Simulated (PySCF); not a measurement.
# CH2InSi (doublet): what the fields show

Input file:

```
# C=[Si][In]
import pyscf.grad
from pyscf import gto, dft

mol = gto.Mole()
mol.atom = [
    ('C', (-0.646678, -1.994184, 0.578607)),
    ('In', (0.396228, -2.979313, -1.792363)),
    ('Si', (-0.541713, -0.729347, -0.661912)),
    ('H', (-0.397516, -3.071426, 0.621722)),
    ('H', (-1.048220, -1.704148, 1.564780)),
]
mol.basis = 'def2-tzvpd'
mol.max_memory = 3720
mol.ecp = {'In': 'def2-svp'}
mol.spin = 1
mol.verbose = 3
mol.build()

myscf = dft.UKS(mol, xc='pbe0')
myscf = myscf.density_fit(auxbasis='def2-universal-jkfit')
myscf.conv_tol = 1e-09
myscf.max_cycle = 100
myscf.grids.level = 3
myscf.kernel()
if not myscf.converged:
    myscf = myscf.newton().run(myscf.mo_coeff, myscf.mo_occ)
for _ in range(3):
    mo, _, stable, _ = myscf.stability(return_status=True)
    if stable:
        break
    myscf.kernel(myscf.make_rdm1(mo, myscf.mo_occ))

etot = myscf.e_tot
print('E(%s) = %.9f' % ('PBE0', etot))
grad = myscf.Gradients().kernel()
dip = myscf.dip_moment()
pop, q = myscf.mulliken_pop()
```

Launched as:

```sh
OMP_NUM_THREADS=2 python run.py
```

Geometry: PBE0-D4/def2-SVP; core potentials replace the inner electrons of In.

Computed with Gaussian-basis quantum chemistry of an isolated molecule with PySCF, energy and nuclear gradient, functional PBE0 (PySCF 2.14.0).

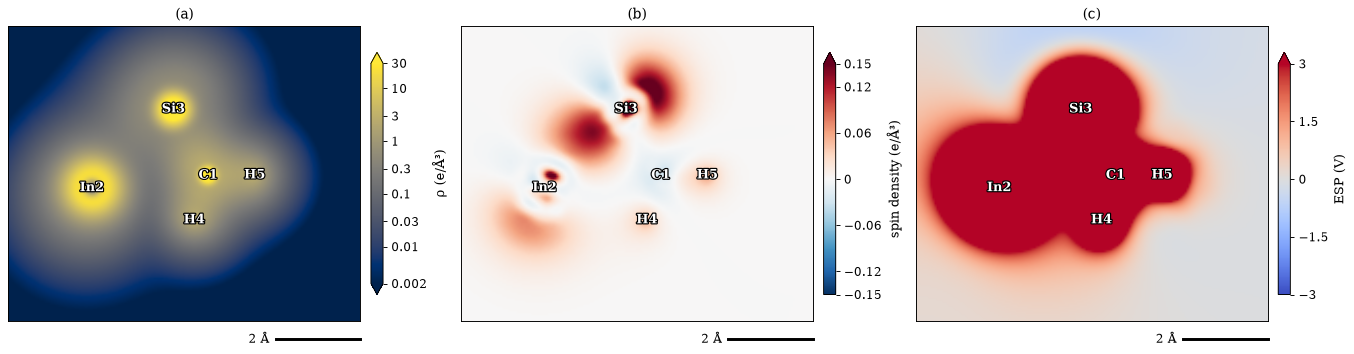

Figure 1. (a) electron density; (b) spin density (α minus β); (c) molecular electrostatic potential on the molecular plane.

Question: Interpret the plot.

Answer:
- Atoms in the plane: C, In, Si and H.
- C–Si (1.77 Å): ρ is about 1 e/Å³ halfway.
- In–Si (2.69 Å): the density is about 0.3 e/Å³ at the midpoint.
- C–H (1.10 Å): the density is about 1.9 e/Å³ at the midpoint.
- The unpaired spin (1 electron) lies mostly on Si3 (about 0.6) and In2 (about 0.4), in electrons by Hirshfeld's partition.
- Outside the dense part of the molecule the potential is most negative (−0.6 V) near Si3.

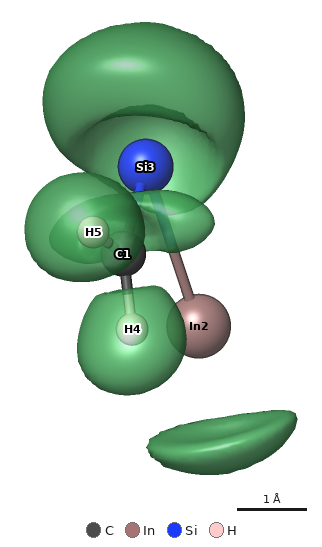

Figure 2. Isosurface of the ELF at 0.8 (green), seen at an oblique angle. Only the valence region is drawn (cores and ρ < 0.01 e/Å³ removed).

Question: Identify the bonds, lone pairs and shells in this picture.

Answer: At this value the surface marks out one region between bonded C–Si atoms (shared pairs), two regions around hydrogen nuclei, one lobe on In, pointing away from the bonds (non-bonding electrons) and one lobe on Si, pointing away from the bonds (non-bonding electrons). Along the contacts the grid gives the following. C–Si (1.77 Å): the ELF peaks at about 0.90 between the atoms (localised, covalent bonding). In–Si (2.69 Å): the ELF peaks at about 0.55 in the valence shell of Si, 1.1 Å from its nucleus, and is about 0.40 at the midpoint.

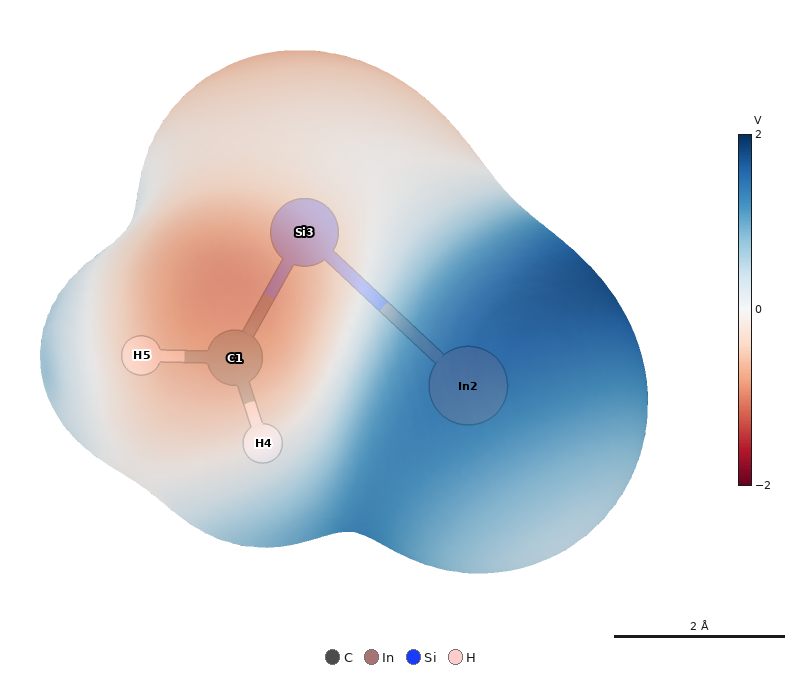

Figure 3. The molecular electrostatic potential painted on the density surface at 0.002 e/bohr³, seen at a tilt; red is negative and blue positive.

Question: Describe the electrostatic potential map.

Answer: The most negative region (about −1.0 V) lies over C1 and Si3, the most positive (about +1.8 V) over In2.
